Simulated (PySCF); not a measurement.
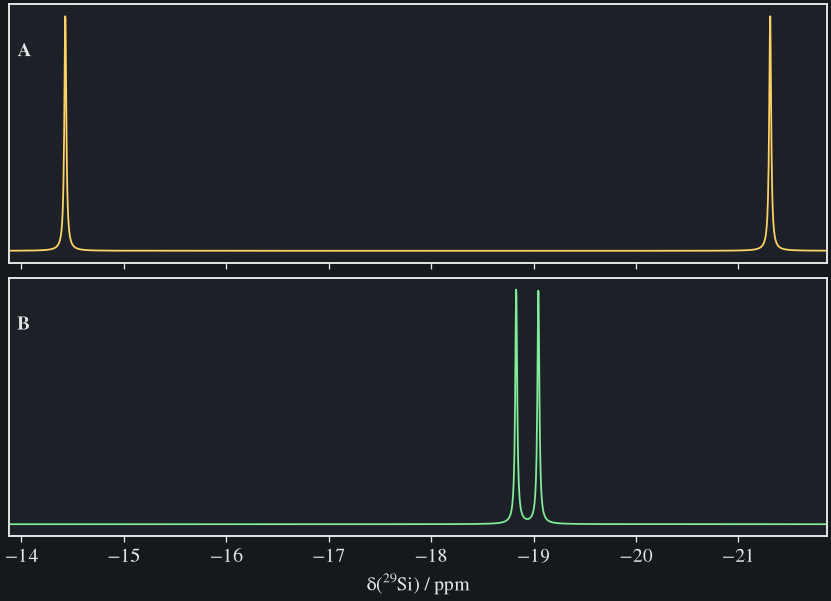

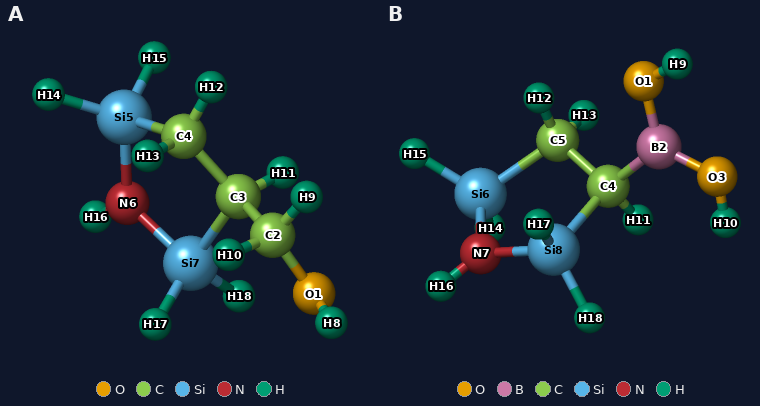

Related molecules: A is C₃H₁₁NOSi₂, SMILES OC[C@@H]1C[SiH2]N[SiH2]1; B is C₂H₁₀BNO₂Si₂, SMILES OB(O)[C@@H]1C[SiH2]N[SiH2]1. GIAO ²⁹Si shifts against TMS, CAM-B3LYP/pcSseg-1 with PySCF, at a PBE0-D3(BJ)/def2-SVP geometry (no frequency check); fully decoupled, line heights follow the number of nuclei within a panel, widths are arbitrary (no quadrupolar broadening); values of one conformer, averaged over nuclei that symmetry, rotation about single bonds or inversion at nitrogen exchange, these motions taken as fast; other conformers aren't averaged in.

### Assign the ²⁹Si signals of each molecule.

A: −14.4 (Si7); −21.3 (Si5)
B: −18.8 (Si8); −19.0 (Si6)

The order of signals that lie close, as those under 3 ppm apart, is within the error of the method.
